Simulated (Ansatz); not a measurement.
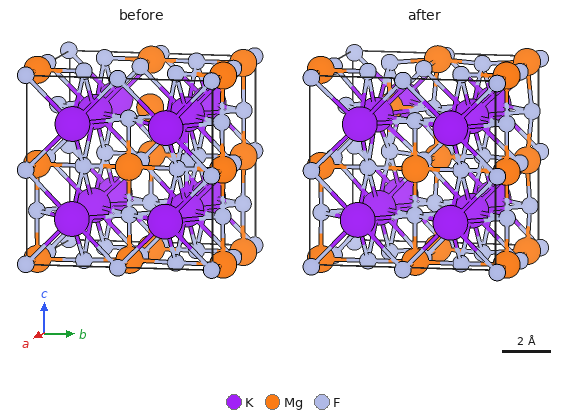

The structure of a defect cell of composition K8Mg9F24 (cell charge +2) before (left) and after (right) a relaxation, at one scale.

Style: ball-and-stick. Shown: the cell of the calculation (origin shifted), slightly off an axis.

The calculation used DFT, PBEsol, PAW, plane waves in Ansatz 0.2.0. Settings: plane-wave cutoff 420 eV; k-point mesh 1 × 1 × 1; mesh shifted by (0.25, 0.25, 0.25); no spin polarisation; atoms relaxed in a fixed cell; force threshold 0.03 eV/Å; at most 80 steps.

**Describe what moved and what it gained.**

The energy falls by 18.473 eV per cell of the calculation in 24 accepted moves (25 points after the start). The largest force component goes from 9.4 to 0.02 eV/Å. The line search rejected the trial step at point 24 of the run. The atom that moves furthest is an F atom (2.75 Å along [−1 0 1]). By element the largest moves are F 2.75 Å, Mg 1.87 Å, K 0.59 Å. The lattice vectors keep their values. Some distances before and after: F–Mg 2.030 → 4.495 Å, F–Mg 4.448 → 2.088 Å, F–K 2.804 → 4.971 Å, F–Mg 3.968 → 1.871 Å. New bonds form: F–K (4.42 → 2.79 Å), F–K (4.48 → 2.83 Å), F–K (4.85 → 2.94 Å), F–K (4.90 → 3.09 Å). Bonds break: F–K (2.80 → 4.97 Å), F–K (2.84 → 4.87 Å), F–Mg (2.03 → 4.50 Å). Among the angles between lasting bonds that change: F–Mg–F 179.2° → 86.1°, K–F–K 179.7° → 88.2°, F–Mg–F 88.5° → 170.5°. The run took 47 s on 8 threads of Intel(R) Xeon(R) 6975P-C, peak memory 1 GiB.

Limits of the set-up: the periodic images lie only 8.0 Å apart, so the values are limited by the cell's size; the cell is charged, on a uniform background, and energies carry no finite-size correction.
